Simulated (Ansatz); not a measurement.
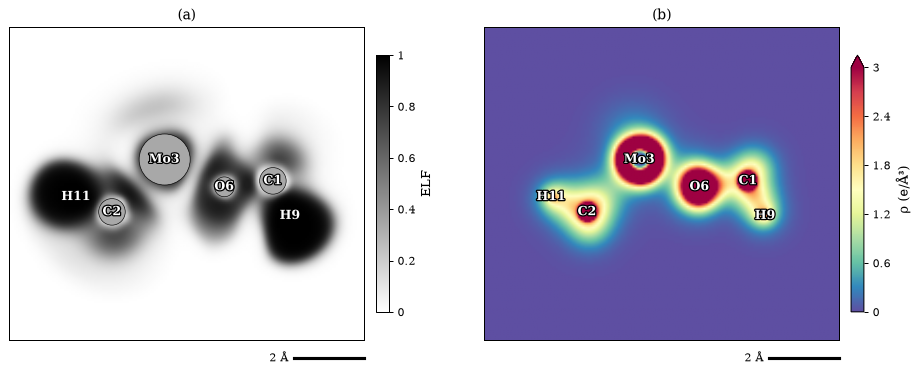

C2H8MoN2O (SMILES C[O][Mo]([CH3])(=[NH])=[NH]). (a) electron localisation function; (b) electron density on the plane of atoms C1, O6 and Mo3. Grey discs cover the atomic cores in the ELF map.

Geometry: PBE0-D4/def2-SVP; core potentials replace the inner electrons of Mo.

The calculation used isolated molecule in a Gaussian basis; Kohn-Sham density functional theory, functional PBE0 (Ansatz).

| atom | x (Å) | y (Å) | z (Å) |
| --- | --- | --- | --- |
| C | -1.1196 | -0.9781 | 0.7089 |
| C | -1.0320 | 2.5754 | -2.2943 |
| Mo | -0.1919 | 1.7365 | -0.5480 |
| N | -0.3999 | 2.9649 | 0.6448 |
| N | 1.4777 | 1.5479 | -0.9377 |
| O | -1.0395 | 0.1327 | -0.1194 |
| H | -0.1747 | -1.5501 | 0.7062 |
| H | -1.3520 | -0.6866 | 1.7485 |
| H | -1.9239 | -1.6431 | 0.3518 |
| H | -2.1038 | 2.7569 | -2.1131 |
| H | -0.5521 | 3.5246 | -2.5719 |
| H | -0.9078 | 1.8573 | -3.1210 |
| H | -0.1103 | 3.6413 | 1.3467 |
| H | 2.4788 | 1.6935 | -0.8344 |

**Describe what can be read from this map.**

- Atoms in the plane: C, Mo, O and H.
- C–O (1.39 Å): ρ at the midpoint is about 2.1 e/Å³, with its minimum of 1.8 e/Å³ about 0.5 Å from C; the ELF peaks at about 0.90 between the atoms, as expected for a polar covalent bond.
- Mo–O (1.86 Å): ρ at the midpoint is about 1.1 e/Å³; the ELF peaks at about 0.80 in the valence shell of O, 0.5 Å from its nucleus, and drops to about 0.25 between the two atoms.
- C–Mo (2.11 Å): the density is about 0.9 e/Å³ at the midpoint; the ELF peaks at about 0.90 in the valence shell of C, 0.7 Å from its nucleus, and is about 0.55 at the midpoint.
- C–H (1.10 Å): the density is about 1.9 e/Å³ at the midpoint; the ELF climbs to about 1 towards the hydrogen, as it does in any bond to H (an ordinary covalent bond to hydrogen).
